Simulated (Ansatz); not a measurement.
# A computed series for RuSb2: pressure series

Take RuSb2 (space group Pnnm, No. 58) as the base.

```xyz
6
Lattice="5.9572 0.0000 0.0000 0.0000 6.6633 0.0000 0.0000 0.0000 3.1762" Properties=species:S:1:pos:R:3 pbc="T T T"
Sb     1.0853     2.3811     0.0000
Sb     4.8719     4.2822     0.0000
Sb     4.0639     0.9505     1.5881
Sb     1.8933     5.7128     1.5881
Ru     0.0000     0.0000     0.0000
Ru     2.9786     3.3317     1.5881
```

Cell and atoms are relaxed at each pressure.

All numbers come from PBEsol in Ansatz (plane waves to 420 eV, PAW, no spin-orbit coupling).

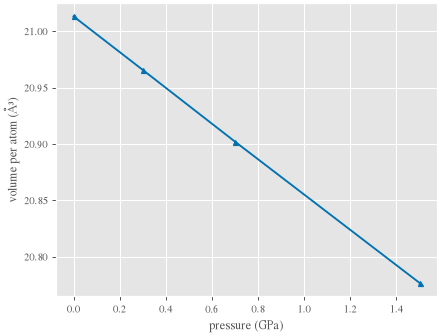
Figure. Volume per atom against pressure

### Question
From the plot, what is the volume per atom for pressure 1.5 GPa?

### Answer
About 20.78 Å³.

### Question
Is the trend monotonic over the range shown?

### Answer
Yes, it falls throughout, spanning 20.78 Å³ to 21.01 Å³.

Load acts through the strain it causes; cell and atoms are relaxed under it. Stability against distortions was not tested. All final runs are without spin polarisation.

Ansatz is a program for electronic structure.
